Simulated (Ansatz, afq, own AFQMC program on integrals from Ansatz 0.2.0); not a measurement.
# BH₃− (doublet): quantum Monte Carlo beside coupled cluster at scale of all distances = 2.436, aug-cc-pVDZ, part 1 of 2

How near does AFQMC come to the top of the ladder for BH₃− (doublet)?

The runs use Ansatz 0.2.0, Gaussian basis, and an in-house AFQMC program (afq) on its integrals; all values are calculated; aug-cc-pVDZ, frozen cores.

The runs, in order: PBE (unrestricted); r2SCAN (unrestricted); PBE0 (unrestricted); B3LYP (unrestricted); wB97M-V (unrestricted); B2PLYP (unrestricted); CCSD(T) on UHF; CCSDT(Q) on UHF; Phaseless AFQMC, CISD trial on UHF; CCSD(T) on ROHF; CCSDT(Q) on ROHF; Phaseless AFQMC, CISD trial on ROHF; Phaseless AFQMC, single-determinant trial on ROHF.

1 further run of the same task is left out (it didn't finish).

## Step 1: What is computed

The geometry derives from a PBE0/def2-TZVPD stationary point (not a proven minimum). All distances are scaled together.

4 atoms, charge -1, spin multiplicity 2.

Atoms are counted from 1 here; the program's logs count them from 0.

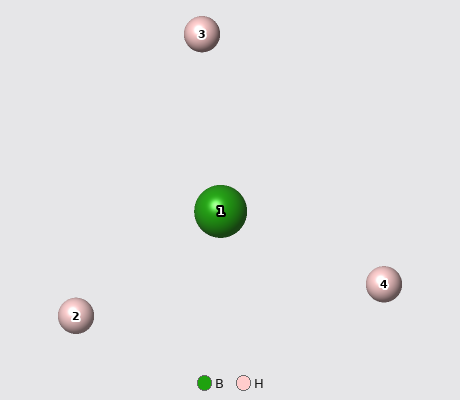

The structure; boron green, hydrogen pink; atoms are numbered from 1 in the order of the file.

## Step 2: PBE (unrestricted)

Contents of in.yaml:

```yaml
crystal:
  periodic: [false, false, false]
  atoms:
    - {symbol: B, position_ang: [0.000000, 0.000000, 0.000000]}
    - {symbol: H, position_ang: [2.961626, 0.035558, 0.007876]}
    - {symbol: H, position_ang: [-1.511594, 2.547069, -0.008688]}
    - {symbol: H, position_ang: [-1.450032, -2.582627, 0.000812]}
basis:
  gaussian: {orbitals: aug-cc-pVDZ}
total_charge: -1
magnetization: {spin_polarized: true, initial_magnetization: 1}
hamiltonian: {xc: {name: PBE}}
output: {orbitals: {seedname: orbitals}}
```

On the command line:

```console
$ ansatz run in.yaml --threads 1 --pin off --events-out ev --progress --plain --max-ram 1843MiB
```

What it wrote:

```text
Functional definition: PBE
  name "PBE"
  cite "Perdew, Burke & Ernzerhof, Phys. Rev. Lett. 77, 3865 (1996) doi:10.1103/PhysRevLett.77.3865"
  parent pbe
  parameter kappa = 0.804
  parameter beta = 0.06672455060314922
  exchange = pbe_x(kappa = kappa, mu = beta*pi^2/3)
  correlation = pbe_c(beta = beta)
399 factors; their error is unknown
mean field evaluation 1: about -707.5509 eV, gradient 1.7e1 eV
mean field evaluation 2: about -615.4307 eV, gradient 7.5e1 eV
mean field evaluation 4: about -649.8281 eV, gradient 7.0e1 eV
mean field evaluation 8: about -713.3948 eV, gradient 6.3e-2 eV
mean field evaluation 16: about -711.7038 eV, gradient 7.3e0 eV
mean field evaluation 32: about -712.6260 eV, gradient 6.0e-1 eV
mean field evaluation 64: about -712.6338 eV, gradient 7.2e-1 eV
mean field evaluation 96: about -712.4673 eV, gradient 2.2e-5 eV
mean field evaluation 128: about -712.5141 eV, gradient 6.0e0 eV
mean field -713.38163667 eV, -26.2162916002 hartree, gradient 2.1e-5 eV, S^2 1.172553; 14 other end points of the search recorded, 0 dependent functions left out
reference -713.38169187 eV, -26.2162936287 hartree; 5, 4 occupied and 45, 46 virtual orbitals, 399 factors
Total energy: -713.38169187 eV, -26.2162936287 hartree
```

It took 6.5 s on 1 thread of Arm Neoverse V1, shared host.

From the report: ⟨S²⟩ of the determinant 1.173 (pure doublet: 0.75).

## Step 3: r2SCAN (unrestricted)

in.yaml: that of step 2 with these lines changed.

```diff
@@ -11,3 +11,2 @@
 magnetization: {spin_polarized: true, initial_magnetization: 1}
-hamiltonian: {xc: {name: PBE}}
-output: {orbitals: {seedname: orbitals}}
+hamiltonian: {xc: {name: r2SCAN}}
```

The command is unchanged.

What it wrote (excerpt; [...] marks lines left out):

```text
Functional definition: r2SCAN
  name "r2SCAN"
  cite "Furness, Kaplan, Ning, Perdew & Sun, J. Phys. Chem. Lett. 11, 8208 (2020) doi:10.1021/acs.jpclett.0c02405"
  cite "Furness, Kaplan, Ning, Perdew & Sun, J. Phys. Chem. Lett. 11, 9248 (2020) doi:10.1021/acs.jpclett.0c03077"
  parent r2scan
[...]
399 factors; their error is unknown
[...]
mean field -714.13220856 eV, -26.2438746085 hartree, gradient 2.5e-5 eV, S^2 1.494020; 13 other end points of the search recorded, 0 dependent functions left out
reference -714.13227282 eV, -26.2438769698 hartree; 5, 4 occupied and 45, 46 virtual orbitals, 399 factors
Total energy: -714.13227282 eV, -26.2438769698 hartree
```

It took 14 s on 1 thread of Arm Neoverse V1, shared host.

From the report: ⟨S²⟩ of the determinant 1.494 (pure doublet: 0.75). The determinant is far from a pure spin state, so its energy mixes those of several spin states (harmless only where they are near-degenerate, as at dissociation).

## Step 4: PBE0 (unrestricted)

in.yaml: that of step 3 with these lines changed.

```diff
@@ -11,2 +11,3 @@
 magnetization: {spin_polarized: true, initial_magnetization: 1}
-hamiltonian: {xc: {name: r2SCAN}}
+hamiltonian: {xc: {name: PBE0}}
+output: {orbitals: {seedname: orbitals}}
```

Same command.

What it wrote (excerpt; [...] marks lines left out):

```text
Functional definition: PBE0
  name "PBE0"
  cite "Adamo & Barone, J. Chem. Phys. 110, 6158 (1999) doi:10.1063/1.478522"
  cite "Perdew, Burke & Ernzerhof, Phys. Rev. Lett. 77, 3865 (1996) doi:10.1103/PhysRevLett.77.3865"
  parent pbe
[...]
399 factors; their error is unknown
[...]
mean field -713.16916531 eV, -26.2084834216 hartree, gradient 3.3e-5 eV, S^2 1.455931; 13 other end points of the search recorded, 0 dependent functions left out
reference -713.16921064 eV, -26.2084850876 hartree; 5, 4 occupied and 45, 46 virtual orbitals, 399 factors
Total energy: -713.16921064 eV, -26.2084850876 hartree
```

Wall time 6.5 s (1 thread of Arm Neoverse V1, shared host).

From the report: ⟨S²⟩ of the determinant 1.456 (pure doublet: 0.75). The determinant is far from a pure spin state, so its energy mixes those of several spin states (harmless only where they are near-degenerate, as at dissociation).

## Step 5: B3LYP (unrestricted)

in.yaml: that of step 4 with these lines changed.

```diff
@@ -11,3 +11,2 @@
 magnetization: {spin_polarized: true, initial_magnetization: 1}
-hamiltonian: {xc: {name: PBE0}}
-output: {orbitals: {seedname: orbitals}}
+hamiltonian: {xc: {name: B3LYP}}
```

Same command.

What it wrote (excerpt; [...] marks lines left out):

```text
Functional definition: B3LYP
  name "B3LYP"
  cite "Stephens, Devlin, Chabalowski & Frisch, J. Phys. Chem. 98, 11623 (1994) doi:10.1021/j100096a001"
  cite "Becke, Phys. Rev. A 38, 3098 (1988) doi:10.1103/PhysRevA.38.3098"
  cite "Lee, Yang & Parr, Phys. Rev. B 37, 785 (1988) doi:10.1103/PhysRevB.37.785"
  cite "Vosko, Wilk & Nusair, Can. J. Phys. 58, 1200 (1980) doi:10.1139/p80-159"
[...]
399 factors; their error is unknown
[...]
mean field -715.04489934 eV, -26.2774153758 hartree, gradient 1.1e-5 eV, S^2 1.332390; 17 other end points of the search recorded, 0 dependent functions left out
reference -715.04515886 eV, -26.2774249129 hartree; 5, 4 occupied and 45, 46 virtual orbitals, 399 factors
Total energy: -715.04515886 eV, -26.2774249129 hartree
```

It took 9.5 s on 1 thread of Arm Neoverse V1, shared host.

From the report: ⟨S²⟩ of the determinant 1.332 (pure doublet: 0.75). The determinant is far from a pure spin state, so its energy mixes those of several spin states (harmless only where they are near-degenerate, as at dissociation).

## Step 6: wB97M-V (unrestricted)

in.yaml: that of step 5 with these lines changed.

```diff
@@ -11,2 +11,3 @@
 magnetization: {spin_polarized: true, initial_magnetization: 1}
-hamiltonian: {xc: {name: B3LYP}}
+hamiltonian: {xc: {name: wB97M-V}}
+output: {orbitals: {seedname: orbitals}}
```

Launched as before.

What it wrote (excerpt; [...] marks lines left out):

```text
Functional definition: wB97M-V
  name "wB97M-V"
  cite "Mardirossian & Head-Gordon, J. Chem. Phys. 144, 214110 (2016) doi:10.1063/1.4952647"
  cite "Becke, J. Chem. Phys. 107, 8554 (1997) doi:10.1063/1.475007"
  cite "Vydrov & Van Voorhis, J. Chem. Phys. 133, 244103 (2010) doi:10.1063/1.3521275"
  # Of w^i u^j: cxij and so on, Table III.
[...]
  gx(w, u) = 1 - cx + cx01*u + cx10*w
  gss(w, u) = css00 + css04*u^4 + css10*w + css20*w^2 + css43*w^4*u^3
  gos(w, u) = cos00 + cos10*w + (cos20 + cos21*u)*w^2 + (cos60 + cos61*u)*w^6
[...]
      + integral(e_c_pw_mod_opposite_spin*gos(b97_w_opposite, b97_u_opposite)) + vv10(b, c)
399 factors; their error is unknown
238 factors; integrals over basis functions are off by at most 4.1e-5 eV
[...]
mean field -713.24675066 eV, -26.2113346307 hartree, gradient 1.1e-5 eV, S^2 1.431985; 11 other end points of the search recorded, 0 dependent functions left out
reference -713.24680735 eV, -26.2113367142 hartree; 5, 4 occupied and 45, 46 virtual orbitals, 399 factors
Total energy: -713.24680735 eV, -26.2113367142 hartree
```

It took 23 s on 1 thread of Arm Neoverse V1, shared host.

From the report: ⟨S²⟩ of the determinant 1.432 (pure doublet: 0.75). The determinant is far from a pure spin state, so its energy mixes those of several spin states (harmless only where they are near-degenerate, as at dissociation).

## Step 7: B2PLYP (unrestricted)

in.yaml: that of step 6 with these lines changed.

```diff
@@ -11,3 +11,3 @@
 magnetization: {spin_polarized: true, initial_magnetization: 1}
-hamiltonian: {xc: {name: wB97M-V}}
-output: {orbitals: {seedname: orbitals}}
+hamiltonian: {xc: {name: B2PLYP}}
+correlation: {electrons: outside_noble_gas}
```

The command is unchanged.

What it wrote (excerpt; [...] marks lines left out):

```text
Functional definition: B2PLYP
  name "B2PLYP"
  cite "Grimme, J. Chem. Phys. 124, 034108 (2006) doi:10.1063/1.2148954"
  cite "Becke, Phys. Rev. A 38, 3098 (1988) doi:10.1103/PhysRevA.38.3098"
  cite "Lee, Yang & Parr, Phys. Rev. B 37, 785 (1988) doi:10.1103/PhysRevB.37.785"
[...]
479 factors; integrals over basis functions are off by at most 6.0e-4 eV
[...]
mean field -712.40054566 eV, -26.1802371706 hartree, gradient 4.7e-6 eV, S^2 1.673416; 14 other end points of the search recorded, 0 dependent functions left out
1 core orbitals not correlated: weight in the atoms' cores, before any rotation towards them, 1.000 or more for the frozen orbitals, at most 0.000 for the correlated occupied ones
reference -712.40070999 eV, -26.1802432095 hartree; 4, 3 occupied and 45, 46 virtual orbitals, 479 factors
second order -3.02941917 eV of doubles, -0.00000000 eV of singles
Total energy: -713.21865316 eV, -26.2103020668 hartree
```

Run time: 8 s. Hardware: 1 thread of Arm Neoverse V1, shared host.

From the report: ⟨S²⟩ of the determinant 1.673 (pure doublet: 0.75). The determinant is far from a pure spin state, so its energy mixes those of several spin states (harmless only where they are near-degenerate, as at dissociation).

## Step 8: CCSD(T) on UHF

in.yaml: that of step 7 with these lines changed.

```diff
@@ -11,3 +11,2 @@
 magnetization: {spin_polarized: true, initial_magnetization: 1}
-hamiltonian: {xc: {name: B2PLYP}}
-correlation: {electrons: outside_noble_gas}
+correlation: {method: ccsd_t, electrons: outside_noble_gas, hamiltonian_folder: ham}
```

Same command.

What it wrote (excerpt; [...] marks lines left out):

```text
Functional definition: HF
  name "HF"
  cite "Fock, Z. Phys. 61, 126 (1930) doi:10.1007/BF01340294"
  parent pbe
[...]
479 factors; integrals over basis functions are off by at most 6.0e-4 eV
[...]
mean field -708.70323363 eV, -26.0443634597 hartree, gradient 5.8e-6 eV, S^2 2.177636; 26 other end points of the search recorded, 0 dependent functions left out
determinant -708.70323363 eV, -26.0443634597 hartree, with singles and doubles -711.79300235 eV, -26.1579103657 hartree
determinant -708.46320275 eV, -26.0355424875 hartree, with singles and doubles -711.59385927 eV, -26.1505919924 hartree
determinant -708.44319055 eV, -26.0348070526 hartree, with singles and doubles -711.18764630 eV, -26.1356639412 hartree
determinant -708.38922338 eV, -26.0328237956 hartree, with singles and doubles -711.42555221 eV, -26.1444068220 hartree
[...]
determinant -708.46320275 eV, -26.0355424875 hartree, with singles and doubles -711.72547658 eV, -26.1554288396 hartree
determinant -708.38922338 eV, -26.0328237956 hartree, with singles and doubles -711.57231703 eV, -26.1498003300 hartree
determinant -708.32838933 eV, -26.0305881856 hartree, with singles and doubles -711.53014971 eV, -26.1482507093 hartree
determinant -708.46271733 eV, -26.0355246486 hartree, with singles and doubles -711.59322920 eV, -26.1505688378 hartree
1 core orbitals not correlated: weight in the atoms' cores, before any rotation towards them, 1.000 or more for the frozen orbitals, at most 0.000 for the correlated occupied ones
reference -708.70323363 eV, -26.0443634597 hartree; 4, 3 occupied and 45, 46 virtual orbitals, 479 factors
second order -1.88445332 eV of doubles, -0.00000000 eV of singles
cycle   1  -3.18635428 eV  change    1.2e-6 eV  update   5.1e-6
cycle   2  -3.18635219 eV  change    2.1e-6 eV  update   4.2e-6
perturbative correction -0.19640060 eV, -0.0072175890 hartree
Total energy: -712.08598643 eV, -26.1686773321 hartree
```

Wall time 13 s (1 thread of Arm Neoverse V1, shared host).

From the report: ⟨S²⟩ of the determinant 2.178 (pure doublet: 0.75); correlation -3.3828 eV; T1 0.109; largest double amplitude 0.11. The determinant is far from a pure spin state, so its energy mixes those of several spin states (harmless only where they are near-degenerate, as at dissociation).

This run also writes the integrals to the folder ham.

## Step 9: CCSDT(Q) on UHF

in.yaml: that of step 8 with these lines changed.

```diff
@@ -11,2 +11,2 @@
 magnetization: {spin_polarized: true, initial_magnetization: 1}
-correlation: {method: ccsd_t, electrons: outside_noble_gas, hamiltonian_folder: ham}
+correlation: {method: ccsdt_q, electrons: outside_noble_gas}
```

The command is unchanged.

What it wrote (excerpt; [...] marks lines left out):

```text
Functional definition: HF
  name "HF"
  cite "Fock, Z. Phys. 61, 126 (1930) doi:10.1007/BF01340294"
  parent pbe
[...]
851 factors; integrals over basis functions are off by at most 2.6e-7 eV
[...]
mean field -708.70323472 eV, -26.0443634996 hartree, gradient 5.3e-6 eV, S^2 2.177636; 25 other end points of the search recorded, 0 dependent functions left out
determinant -708.70323472 eV, -26.0443634996 hartree, with singles and doubles -711.79299392 eV, -26.1579100561 hartree
determinant -708.46320491 eV, -26.0355425669 hartree, with singles and doubles -711.59385101 eV, -26.1505916891 hartree
determinant -708.44319353 eV, -26.0348071622 hartree, with singles and doubles -711.18765286 eV, -26.1356641824 hartree
determinant -708.38922635 eV, -26.0328239048 hartree, with singles and doubles -711.42556009 eV, -26.1444071118 hartree
[...]
determinant -708.46320491 eV, -26.0355425669 hartree, with singles and doubles -711.72547307 eV, -26.1554287105 hartree
determinant -708.38922635 eV, -26.0328239048 hartree, with singles and doubles -711.57231587 eV, -26.1498002872 hartree
determinant -708.32839225 eV, -26.0305882931 hartree, with singles and doubles -711.53015042 eV, -26.1482507356 hartree
determinant -708.46271921 eV, -26.0355247178 hartree, with singles and doubles -711.59322982 eV, -26.1505688605 hartree
1 core orbitals not correlated: weight in the atoms' cores, before any rotation towards them, 1.000 or more for the frozen orbitals, at most 0.000 for the correlated occupied ones
reference -708.70323472 eV, -26.0443634996 hartree; 4, 3 occupied and 45, 46 virtual orbitals, 851 factors
second order -1.88445422 eV of doubles, -0.00000000 eV of singles
cycle   1  -2.40904498 eV  change   -5.2e-1 eV  update   1.0e-1
[...]
cycle  39  -3.52438288 eV  change    7.2e-8 eV  update   1.5e-7
perturbative correction -0.03396382 eV, -0.0012481475 hartree
Total energy: -712.26158142 eV, -26.1751303291 hartree
```

Wall time 58 s (1 thread of Arm Neoverse V1, shared host); peak memory 0.38 GiB.

From the report: ⟨S²⟩ of the determinant 2.178 (pure doublet: 0.75); correlation -3.5583 eV; T1 0.136; largest double amplitude 0.14. The determinant is far from a pure spin state, so its energy mixes those of several spin states (harmless only where they are near-degenerate, as at dissociation).

## Step 10: Phaseless AFQMC, CISD trial on UHF

It reads the integrals that the CCSD(T) run on this determinant wrote.

On the command line:

```console
$ afq ham --method phaseless --trial cisd --walkers 60 --populations 1 --least-time 40 --time-step 0.005 --steps-per-block 50 --equilibration-blocks 40 --max-blocks 300 --target-error 0.00064 --factor-cut 1e-05 --start spin_pure --seed 3231 --release-times 0.24,0.51,0.99,1.62,2.4 --release-step 0.03 --release-every 4 --taylor-order 6
```

What it wrote:

```text
orbitals 49  electrons 4 3  factors 342 of 479
reference energy -26.04436346 Eh
CCSD correlation -0.11709561 Eh in 19 cycles, weight of the determinant in the CISD state 0.6822
energy of the start -26.126577 Eh
 block  time / (1/Eh)  mean weight  energy / Eh
     1     0.250  0.9991  -26.135855
     2     0.500  0.9993  -26.142319
     3     0.750  1.0013  -26.148655
     4     1.000  1.0000  -26.154113
     5     1.250  1.0003  -26.159910
     6     1.500  1.0003  -26.161528
     7     1.750  1.0000  -26.162332
     8     2.000  1.0011  -26.162632
     9     2.250  1.0004  -26.164977
    10     2.500  0.9989  -26.163694
    13     3.250  1.0012  -26.164074
    19     4.750  0.9999  -26.174219
    25     6.250  0.9994  -26.172529
    31     7.750  1.0012  -26.160722
    37     9.250  0.9998  -26.165041
    43    10.750  0.9993  -26.168941
    49    12.250  1.0017  -26.160237
    55    13.750  0.9999  -26.165784
    61    15.250  0.9966  -26.164091
    67    16.750  0.9995  -26.166023
    73    18.250  0.9992  -26.171703
    79    19.750  0.9999  -26.171642
    85    21.250  0.9989  -26.166318
    91    22.750  0.9995  -26.164330
    97    24.250  1.0009  -26.170306
   103    25.750  1.0012  -26.166365
   109    27.250  0.9990  -26.169503
   115    28.750  1.0001  -26.168858
   121    30.250  0.9978  -26.166141
   127    31.750  1.0000  -26.170056
   133    33.250  0.9979  -26.156720
   139    34.750  1.0012  -26.165961
   145    36.250  0.9957  -26.164404
   151    37.750  0.9999  -26.168975
   157    39.250  1.0001  -26.166063
   163    40.750  1.0017  -26.167877
   169    42.250  0.9982  -26.176601
   175    43.750  0.9989  -26.171317
   181    45.250  0.9994  -26.169000
   187    46.750  0.9994  -26.158841
   193    48.250  1.0013  -26.164836
   199    49.750  1.0013  -26.167273
   205    51.250  1.0005  -26.169036
   211    52.750  0.9996  -26.167915
   217    54.250  0.9999  -26.173368
   223    55.750  1.0001  -26.161416
   229    57.250  1.0009  -26.165692
   235    58.750  1.0002  -26.168686
blocks merged  error / Eh  count
     1  0.000346  200
     2  0.000430  100
     4  0.000515  50
     8  0.000599  25
    16  0.000703  12
released: time / (1/Eh)  energy / Eh  error  mean overlap
  0.24  -26.169127  0.000816  0.9943
  0.51  -26.170872  0.000810  0.9955
  0.99  -26.172558  0.001158  0.9986
  1.62  -26.173530  0.001115  1.0088
  2.40  -26.174570  0.001700  1.0011
energy -26.168101 +/- 0.000599 Eh
```

Wall time 7.4 min (1 thread of Arm Neoverse V1, shared host); peak memory 0.32 GiB.

Energy -712.0703 ± 0.0163 eV. Caveats: constraint bias not in the error.

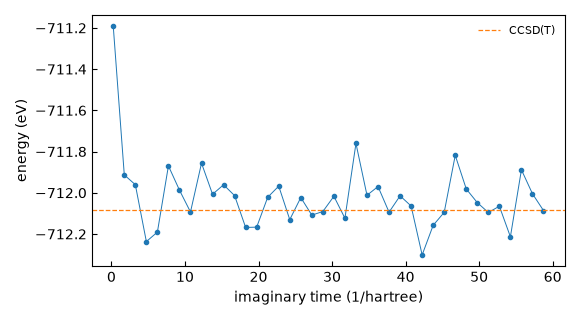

Block energies along the walk.

## Step 11: CCSD(T) on ROHF

in.yaml: that of step 9 with these lines changed.

```diff
@@ -10,3 +10,3 @@
 total_charge: -1
-magnetization: {spin_polarized: true, initial_magnetization: 1}
-correlation: {method: ccsdt_q, electrons: outside_noble_gas}
+magnetization: {spin_polarized: false, initial_magnetization: 1}
+correlation: {method: ccsd_t, electrons: outside_noble_gas, hamiltonian_folder: ham}
```

On the command line:

```console
$ ansatz run in.yaml --threads 1 --pin off --events-out ev --progress --plain --max-ram 1843MiB
```

What it wrote (excerpt; [...] marks lines left out):

```text
Functional definition: HF
  name "HF"
  cite "Fock, Z. Phys. 61, 126 (1930) doi:10.1007/BF01340294"
  parent pbe
[...]
479 factors; integrals over basis functions are off by at most 6.0e-4 eV
[...]
mean field -707.31085424 eV, -25.9931944609 hartree, gradient 1.3e-6 eV, S^2 0.750000; 12 other end points of the search recorded, 0 dependent functions left out
[...]
determinant -707.31085424 eV, -25.9931944609 hartree, with singles and doubles -711.71802233 eV, -26.1551549007 hartree
determinant -706.32117510 eV, -25.9568244231 hartree, with singles and doubles -711.79687449 eV, -26.1580526643 hartree
determinant -706.16550994 eV, -25.9511038343 hartree, with singles and doubles -711.81843261 eV, -26.1588449105 hartree
determinant -705.84474424 eV, -25.9393159122 hartree, with singles and doubles -711.14197515 eV, -26.1339855573 hartree
determinant -701.68567847 eV, -25.7864730642 hartree, with no singles and doubles
[...]
determinant -707.31085424 eV, -25.9931944609 hartree, with singles and doubles -711.75904342 eV, -26.1566623982 hartree
determinant -706.32117510 eV, -25.9568244231 hartree, with singles and doubles -711.80800306 eV, -26.1584616317 hartree
determinant -706.16550994 eV, -25.9511038343 hartree, with singles and doubles -711.79664681 eV, -26.1580442973 hartree
unrestricted determinant -708.70323363 eV, -26.0443634597 hartree, S^2 2.1776
1 core orbitals not correlated: weight in the atoms' cores, before any rotation towards them, 1.000 or more for the frozen orbitals, at most 0.000 for the correlated occupied ones
reference -706.32117510 eV, -25.9568244231 hartree; 4, 3 occupied and 45, 46 virtual orbitals, 479 factors
second order -3.40262493 eV of doubles, -0.33702733 eV of singles
cycle   1  -3.71931806 eV  change    -1.2e0 eV  update   1.4e-1
[...]
cycle  30  -5.48682691 eV  change    3.6e-7 eV  update   1.5e-6
perturbative correction -0.39521078 eV, -0.0145237281 hartree
WARN: these amplitudes may be one of several solutions (largest doubles amplitude 0.16, level shift 6.94 eV)
Total energy: -712.20321279 eV, -26.1729853212 hartree
```

Run time: 11 s. Hardware: 1 thread of Arm Neoverse V1, shared host; peak memory 0.32 GiB.

From the report: correlation -5.8820 eV; T1 0.159; largest double amplitude 0.16. The report flags that the cluster equations may have other roots.

This run also writes the integrals to the folder ham.

(Continued in part 2 of 2.)
